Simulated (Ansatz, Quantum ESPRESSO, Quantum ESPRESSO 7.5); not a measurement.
# Work function of relaxed Mg(0001) under two functionals

Aim: the work function of the relaxed basal face of Mg, and how far the functional matters.

Method: plane-wave DFT, PBE, GBRV ultrasoft pseudopotentials (geometry and cross-check by Ansatz 0.2.0 with PAW datasets; geometry under PBE), in Quantum ESPRESSO 7.5.

**What experiment says.**

“Anisotropic work function of elemental crystals” (2019, arxiv:1902.07811) quotes from earlier work for Mg (polycrystalline sample, no single face): work function, loosely compared (polycrystalline sample, no single face) 3.66 eV.

## Step 1: The structure

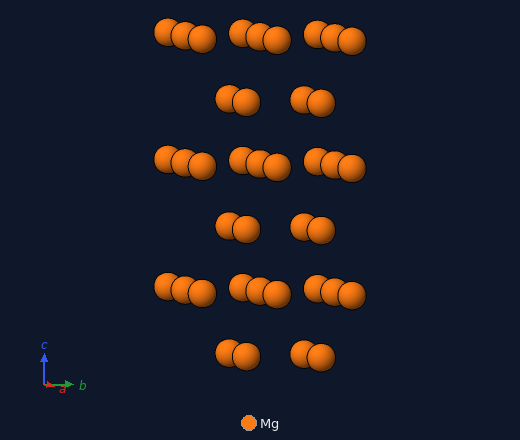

The cell as given, from the side, with the c axis up (magnesium orange). 2×2×1 cells are drawn. Some periodic images of atoms are drawn too.

The cell holds 6 atoms: 6 Mg. Cell: a = 3.210 Å, b = 3.210 Å, c = 29.033 Å, α = 90.0°, β = 90.0°, γ = 60.0°. It derives from Mg. Vacuum lies along c.

## Step 2: Geometry from Ansatz of (0001)

A relaxation in Ansatz fixes the structure of this slab for the runs on it.

File input.yaml:

```yaml
crystal:
  lattice:
    - [3.21, 0.0, 0.0]
    - [1.605, 2.7799415461, 0.0]
    - [0.0, 0.0, 29.0326]
  atoms:
    - { symbol: Mg, position: [0.6666666667, 0.6666666667, 0.2755523102] }
    - { symbol: Mg, position: [0.0, 0.0, 0.3653313861] }
    - { symbol: Mg, position: [0.6666666667, 0.6666666667, 0.455110462] }
    - { symbol: Mg, position: [0.0, 0.0, 0.544889538] }
    - { symbol: Mg, position: [0.6666666667, 0.6666666667, 0.6346686139] }
    - { symbol: Mg, position: [0.0, 0.0, 0.7244476898] }
kpoints:
  mp_grid: { grid: [12, 12, 1] }
hamiltonian:
  xc: pbe
scf:
  occupations: { method: fermi_dirac, width: 0.1 }
  convergence: { dr2_threshold: 1.0e-08 }
efield:
  axis: 3
  dipole_correction: true
  ramp_position: 0.97
  ramp_width: 0.04
relax:
  f_tol: 0.01
  constraints: [{ sites: [2, 3] }]
output:
  write_potential: true
  write_density: true
  volumetric_format: npy
```

On the command line:

```console
ansatz run input.yaml --threads 2 --pin off --max-ram 4096MiB --backend cpu --events-out ev --progress --plain --runs-dir out
```

Numbers of over 12 decimals in the logs are rounded to 6 here.

What it wrote:

```text
Engine: ansatz 0.2.0, aarch64-unknown-linux-gnu
Pseudopotentials: kind: paw
Pseudopotential: Mg, paw, valence charge 10, recommended cutoff 420 eV (normal), Mg.paw.azcp
Functional definition: PBE
  parameter kappa = 0.804
  parameter beta = 0.066725
  exchange = pbe_x(kappa = kappa, mu = beta*pi^2/3)
  correlation = pbe_c(beta = beta)
Crystal: 6 atoms, lattice volume = 259.076 Å³
Basis set: ecut = 420 eV, 5125 PW (Γ), exchange–correlation on 48×48×400 points (8 copies of the dense FFT grid, shifted against one another)
Bands: 36, of which v1, the nominal top of the filled ones, is band 30 counted from 1 (29 counted from 0)
Symmetry: 6 space group operations
k-points: 19 of 144 (time reversal used)
Non-local potential: Mg, projectors of the file, l = 0: 3, l = 1: 2, l = 2: 1
PAW form: soft (Blöchl's): semilocal exchange-correlation on the pseudo side does not see the compensation charge
PAW one-centre angular grid: Mg, 110 points (default); XC on 64 Gauss nodes
Initial density: superposition of atomic densities (neutral atoms: chi_scale 0, normalization atom), corrected by the library's trained network
Initial wavefunctions: pseudopotential atomic-orbital guess
Functional: x = pbe(κ = 0.804, μ = 0.219515), c = pbe(β = 0.066725)
SCF iter   1: F=—  HF=-11542.227283 eV  |F-HF|=—  |Δ(HF+E_count)|=         —  Δρ=6.51e-4  dr2=5.69e-3  ethr=1.77e-3  p=-0.001 e·Å  D=-5.97e-4 V/Å  ΔV_dip=0.02 eV  dr2_dipole=5.27e-4  V_vac-E_F(+/−)=3.76/3.75 eV  ⟨swp⟩=11.4  Hψ=3517  notcnv=0
efield: sawtooth ramp at fractional position 0.9700 (set: `efield.ramp_position`, or a place that a band, a saddle search or an elastic batch's reference lends), width 0.0400; the density the first Hamiltonian is built on has a dipole p = -0.001 e·Å; the dipole correction subtracts the counter field D = -5.97e-4 V/Å, which shifts the + side's vacuum level by +0.02 eV against the − side's; the planar-averaged density in the ramp window peaks in size at 4.1e-5 e/Å³
preconditioner: auto → LDOS  [metal: Δε(μ)=0.026 eV  Ē_g=4.706 eV  σ=0.100 eV  W_gap=0.06  n_scr=18 (ndim 8)  ℏωp=8.0 eV  f_vac=0.415  D(μ)=3.33/eV (n_scr^D=14)  β→1.0]
SCF iter   2: F=—  HF=-11542.230306 eV  |F-HF|=—  |Δ(HF+E_count)|=   3.02e-3  Δρ=4.19e-4  dr2=7.60e-3  ethr=9.49e-6  p=0.000 e·Å  D=2.78e-5 V/Å  ΔV_dip=-0.00 eV  dr2_dipole=7.66e-6  V_vac-E_F(+/−)=3.74/3.74 eV  ⟨swp⟩=2.4  Hψ=995  notcnv=0
SCF iter   3: F=—  HF=-11542.229957 eV  |F-HF|=—  |Δ(HF+E_count)|=   3.49e-4  Δρ=1.57e-4  dr2=6.64e-4  ethr=9.49e-6  p=0.000 e·Å  D=4.97e-6 V/Å  ΔV_dip=-0.00 eV  dr2_dipole=8.29e-7  V_vac-E_F(+/−)=3.73/3.73 eV  ⟨swp⟩=1.3  Hψ=689  notcnv=0
SCF iter   4: F=—  HF=-11542.229933 eV  |F-HF|=—  |Δ(HF+E_count)|=   2.32e-5  Δρ=4.03e-5  dr2=6.16e-5  ethr=1.11e-6  p=0.000 e·Å  D=3.32e-6 V/Å  ΔV_dip=-0.00 eV  dr2_dipole=1.22e-7  V_vac-E_F(+/−)=3.71/3.71 eV  ⟨swp⟩=1.3  Hψ=691  notcnv=0
SCF iter   5: F=—  HF=-11542.230005 eV  |F-HF|=—  |Δ(HF+E_count)|=   7.21e-5  Δρ=8.82e-6  dr2=9.24e-7  ethr=1.03e-7  p=0.000 e·Å  D=1.55e-6 V/Å  ΔV_dip=-0.00 eV  dr2_dipole=2.41e-9  V_vac-E_F(+/−)=3.71/3.71 eV  ⟨swp⟩=1.7  Hψ=707  notcnv=0
SCF iter   6: F=—  HF=-11542.229946 eV  |F-HF|=—  |Δ(HF+E_count)|=   5.94e-5  Δρ=3.02e-6  dr2=2.42e-7  ethr=1.54e-9  p=0.000 e·Å  D=1.02e-6 V/Å  ΔV_dip=-0.00 eV  dr2_dipole=1.56e-10  V_vac-E_F(+/−)=3.71/3.71 eV  ⟨swp⟩=2.6  Hψ=1054  notcnv=0
SCF iter   7: F=-11542.229946 eV  HF=-11542.229946 eV  |F-HF|=5.93e-9  |Δ(HF+E_count)|=   8.40e-9  Δρ=5.93e-7  dr2=7.71e-9  ethr=1.67e-11  p=0.000 e·Å  D=1.16e-6 V/Å  ΔV_dip=-0.00 eV  dr2_dipole=1.04e-11  V_vac-E_F(+/−)=3.71/3.71 eV  ⟨swp⟩=8.1  Hψ=4141  notcnv=0
SCF 1 converged in 7 iterations: F = -11542.229946 eV  dr2 = 7.71e-9
  greatest PAW one-centre occupation: 1.000 electrons in one spin orbital (limit 2), on the Mg atom at site 4 (counted from 0), in its partial waves of l = 0
relax step   1: F+E_penalty+E_count = -11542.22994602 eV  Δ(F+E_penalty+E_count) = +0.000e0 eV  max|allowed force component| = 5.646e-2 eV/Å  Δτ_max = 0.0000 Å  (7 SCF iters, accepted)
Initial density: handed on by an earlier stage of this run
Initial wavefunctions: those handed on with the density
iter 1 solved again at ethr=6.41e-6 eV; its pass at ethr=3.10e-3 eV (dr2=3.85e-3 eV) is discarded
SCF iter   1: F=—  HF=-11542.231414 eV  |F-HF|=—  |Δ(HF+E_count)|=         —  Δρ=2.87e-4  dr2=3.42e-3  ethr=6.41e-6  p=0.000 e·Å  D=1.18e-6 V/Å  ΔV_dip=-0.00 eV  dr2_dipole=2.43e-11  V_vac-E_F(+/−)=3.72/3.72 eV  ⟨swp⟩=2.8  Hψ=2219  notcnv=0
efield: sawtooth ramp at fractional position 0.9700 (set: `efield.ramp_position`, or a place that a band, a saddle search or an elastic batch's reference lends), width 0.0400; the density the first Hamiltonian is built on has a dipole p = 0.000 e·Å; the dipole correction subtracts the counter field D = 1.18e-6 V/Å, which shifts the + side's vacuum level by -0.00 eV against the − side's; the planar-averaged density in the ramp window peaks in size at 1.3e-6 e/Å³
preconditioner: auto → LDOS  [metal: Δε(μ)=0.039 eV  Ē_g=4.698 eV  σ=0.100 eV  W_gap=0.10  n_scr=18 (ndim 8)  ℏωp=8.0 eV  f_vac=0.415  D(μ)=3.29/eV (n_scr^D=14)  β→1.0]
SCF iter   2: F=—  HF=-11542.231228 eV  |F-HF|=—  |Δ(HF+E_count)|=   1.86e-4  Δρ=1.00e-4  dr2=1.83e-4  ethr=5.70e-6  p=0.000 e·Å  D=1.16e-6 V/Å  ΔV_dip=-0.00 eV  dr2_dipole=2.76e-11  V_vac-E_F(+/−)=3.71/3.71 eV  ⟨swp⟩=1.4  Hψ=702  notcnv=0
SCF iter   3: F=—  HF=-11542.231229 eV  |F-HF|=—  |Δ(HF+E_count)|=   1.03e-6  Δρ=3.69e-5  dr2=1.33e-5  ethr=3.05e-7  p=0.000 e·Å  D=1.09e-6 V/Å  ΔV_dip=-0.00 eV  dr2_dipole=7.69e-13  V_vac-E_F(+/−)=3.71/3.71 eV  ⟨swp⟩=2.0  Hψ=804  notcnv=0
SCF iter   4: F=—  HF=-11542.231278 eV  |F-HF|=—  |Δ(HF+E_count)|=   4.87e-5  Δρ=5.26e-6  dr2=1.85e-7  ethr=2.21e-8  p=0.000 e·Å  D=1.08e-6 V/Å  ΔV_dip=-0.00 eV  dr2_dipole=4.94e-13  V_vac-E_F(+/−)=3.71/3.71 eV  ⟨swp⟩=2.1  Hψ=800  notcnv=0
SCF iter   5: F=—  HF=-11542.231221 eV  |F-HF|=—  |Δ(HF+E_count)|=   5.72e-5  Δρ=1.10e-6  dr2=1.34e-8  ethr=1.67e-11  p=0.000 e·Å  D=1.08e-6 V/Å  ΔV_dip=-0.00 eV  dr2_dipole=3.91e-14  V_vac-E_F(+/−)=3.71/3.71 eV  ⟨swp⟩=9.9  Hψ=4044  notcnv=0
SCF iter   6: F=-11542.231221 eV  HF=-11542.231221 eV  |F-HF|=3.18e-10  |Δ(HF+E_count)|=   1.65e-9  Δρ=2.99e-7  dr2=4.33e-10  ethr=1.67e-11  p=0.000 e·Å  D=1.08e-6 V/Å  ΔV_dip=-0.00 eV  dr2_dipole=1.17e-14  V_vac-E_F(+/−)=3.71/3.71 eV  ⟨swp⟩=7.8  Hψ=3397  notcnv=0
SCF 2 converged in 6 iterations: F = -11542.231221 eV  dr2 = 4.33e-10
  greatest PAW one-centre occupation: 1.000 electrons in one spin orbital (limit 2), on the Mg atom at site 1 (counted from 0), in its partial waves of l = 0
relax step   2: F+E_penalty+E_count = -11542.23122074 eV  Δ(F+E_penalty+E_count) = -1.275e-3 eV  max|allowed force component| = 8.278e-3 eV/Å  Δτ_max = 0.0244 Å  (6 SCF iters, accepted)
NSCF: frozen V_eff on 19 k-points
the band table was solved once a step of the walk had ended and its energy, with any forces and stress, was formed, with the checks that follow a solve (3222 applications of the Hamiltonian). They found nothing against the state; the energy, forces and stress were not computed again (output.eigenvalues in the input reference)
WARN: The output density's exchange-correlation potential varies sharply where the density is thin. Do not read a vacuum level from v_tot or v_xc, or from such a field of the output density. On a cell that repeats whose density bears no net charge and no dipole along the vacuum's axis use v_es (v_loc + v_h of the components); under efield.dipole_correction with no amplitude use v_es + v_field, which holds any externa [...]
SCF converged after 6 iterations
Free energy (F): -11542.231221 eV
Harris-Foulkes:  -11542.231221 eV  (|F-HF|=3.18e-10)
Internal energy: -11542.127735 eV  (E = F + TS)
E sigma→0 (E₀):  -11542.179478 eV
Entropy (-TS):   -0.103486 eV (-17.248 meV/atom)
Fermi energy:    1.311924 eV
Dipole field:    D = 0.000001 V/Å  (p = 0.000001 e·Å, saw-weighted, corrected)
Work function:   Φ+ = 3.7143 eV   Φ− = 3.7143 eV
Levels:          The Fermi level and band energies are counted from a zero that moves with the ramp; work functions are not
--- Per-component energies (eV) ---
  E_band       = -2405.413584
  E_kinetic    = 447.159775
  E_local      = -48560.102624  (includes V_loc(G=0)·N_el)
  E_nonlocal   = 574.383691
  E_hartree    = 22760.933527
  E_xc         = -168.904338
  E_vxc        = -217.810841  (∫ρ·V_xc dr)
  E_paw        = -1755.727579  (= ΣΔE_a)
  E_vpaw       = -170.912525  (= ΣTr[D̂ρ^β])
  E_aug_tail   = -0.000022  (compensation charges beyond the density's cutoff)
  E_efield     = 0.000000  (sawtooth field / dipole correction)
  E_vefield    = -0.000017  (∫n·V_field dr)
  E_ewald      = 15160.129836
  E_smearing   = -0.103486  (= −TS)
  E_closure    = 0.000000  (closes the sum)
  Σ components = -11542.231221   (vs F -11542.231221, Δ=0.00e0)
--- Forces (eV/Å), atoms counted from 1 ---
  atom   1  Mg    -0.00000000    -0.00000000    -0.00560672
  atom   2  Mg     0.00000000     0.00000000     0.00827763
  atom   3  Mg    -0.00000000    -0.00000000     0.04644519
  atom   4  Mg     0.00000000     0.00000000    -0.04644547
  atom   5  Mg    -0.00000000    -0.00000000    -0.00827753
  atom   6  Mg     0.00000000     0.00000000     0.00560690
  max |Σ_I F_I| component: 3.05e-9 eV/Å
--- Band table (eV; the first three rows and the last of 19) ---
  k-point 0: bands = [... 26 lower, -4.3665, -3.5077, -2.3894, -1.0451, 0.1583, 1.8470, 3.3003, 4.4090, ... 2 higher]
  k-point 1: bands = [... 26 lower, -4.2320, -3.3742, -2.2570, -0.9132, 0.2838, 1.9739, 3.4267, 4.5377, ... 2 higher]
  k-point 2: bands = [... 26 lower, -3.8297, -2.9749, -1.8612, -0.5195, 0.6606, 2.3504, 3.7995, 4.9186, ... 2 higher]
  k-point 18: bands = [... 26 lower, 0.8592, 1.1884, 1.1884, 1.2089, 1.7189, 1.7189, 1.8005, 2.5825, ... 2 higher]
--- Relaxed structure (2 steps of the walk, 2 accepted, 0 SCFs on fresh bases) ---
  F+E_penalty+E_count = -11542.23122074 eV   max|allowed force component| = 8.278e-3 eV/Å
  atoms:
    - { symbol: Mg, position: [0.666667, 0.666667, 0.275960] }
    - { symbol: Mg, position: [0, 0, 0.366172] }
    - { symbol: Mg, position: [0.666667, 0.666667, 0.455110462] }
    - { symbol: Mg, position: [0.0, 0.0, 0.544890] }
    - { symbol: Mg, position: [0.666667, 0.666667, 0.633828] }
    - { symbol: Mg, position: [0, 0, 0.724040] }
```

Wall time 13 s (2 threads of Arm Neoverse V1, shared host); peak memory 0.48 GiB; 25 s of CPU time.

Step by step:

| step | energy less that of the first step (eV) | largest force component (eV/Å) |
| --- | --- | --- |
| 1 | 0.0000 | 0.0565 |
| 2 | -0.0013 | 0.0083 |

The atoms that moved most (Å):

```
atom     dx     dy      dz  length
 Mg5  0.000  0.000  -0.024   0.024
 Mg2  0.000  0.000   0.024   0.024
 Mg6  0.000  0.000  -0.012   0.012
 Mg1  0.000  0.000   0.012   0.012
```

 Held were the atoms numbered 3 and 4; the forces quoted are those on the free ones.

Numbers from this step:

```
free energy                     : -11542.2312 eV
energy at zero smearing         : -11542.1795 eV
smearing term TS                : 0.1035 eV
Fermi energy                    : 1.312 eV
symmetry operations             : 6
work function of the upper face : 3.714 eV
work function of the lower face : 3.714 eV
dipole along the normal         : 1.36e-6 e·Å
```

[end of part 1 of 2]

[Logs are printed without paths, hosts, clocks, repeated set-up lines and the standing remarks that a program may print on its own settings, such as how far it seeks lower states.]

[Hosts, paths, dates, database ids (printed as entryN), source tags and the programs' standing remarks are cut or masked in the printed files.]

[Maps of the electrostatic potential energy from Ansatz leave out the sawtooth potential of an applied field or a dipole correction, so their vacuum need not be flat; planar profiles and work functions include it.]
